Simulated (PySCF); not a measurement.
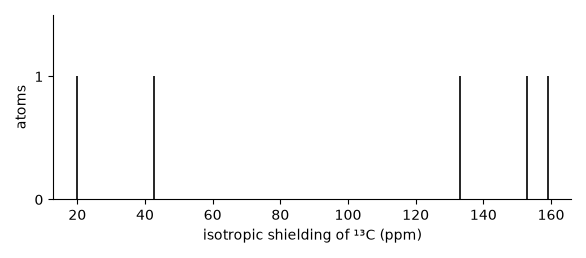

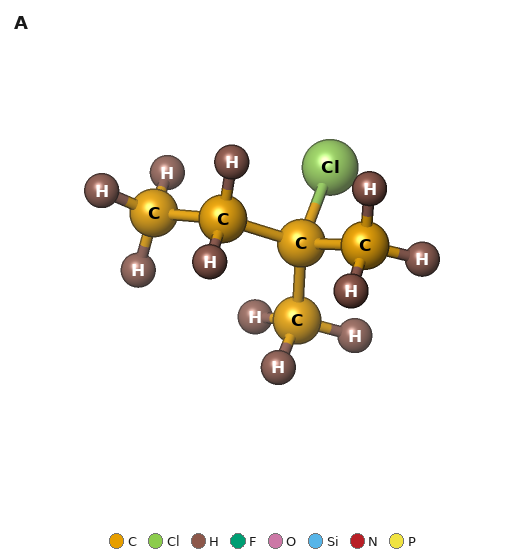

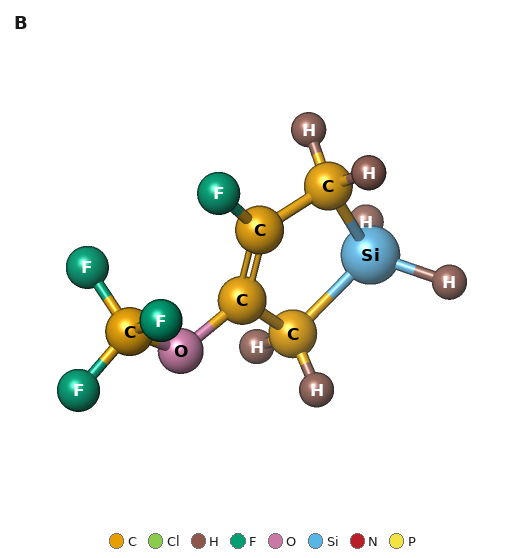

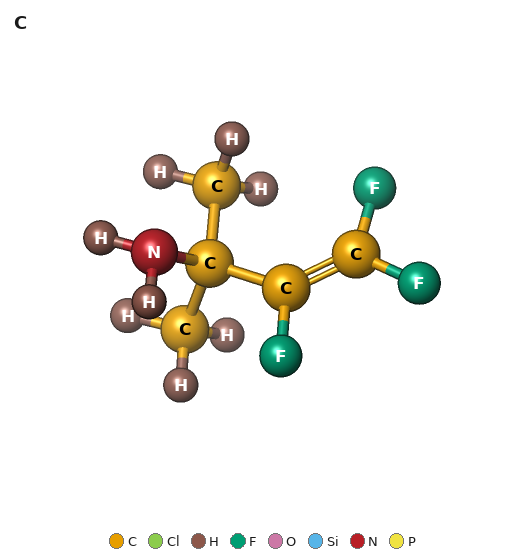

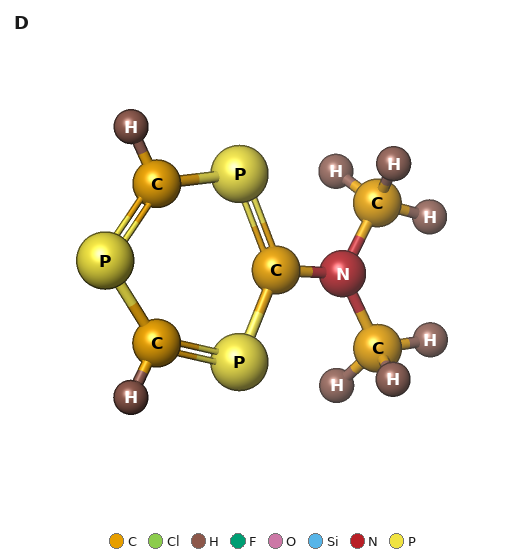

The sticks are computed shieldings of one of the molecules, for one fixed geometry (GFN2-xTB) without averaging over rotations. Low shielding means a high chemical shift. Method: GIAO PBE0/pcSseg-1 NMR shielding, non-relativistic, gas phase (PySCF 2.14.0).

Which molecule gives this pattern?

C, `CC(C)(N)C(F)=C(F)F`. Its 5 C atoms give lines at 19.8, 42.6, 133.1, 152.9, 159.0 ppm.

The geometry is semi-empirical. Around P, Si such bond lengths and angles can be off by a tenth of an ångström or more and by several degrees, and values that hang on the shape move with them.
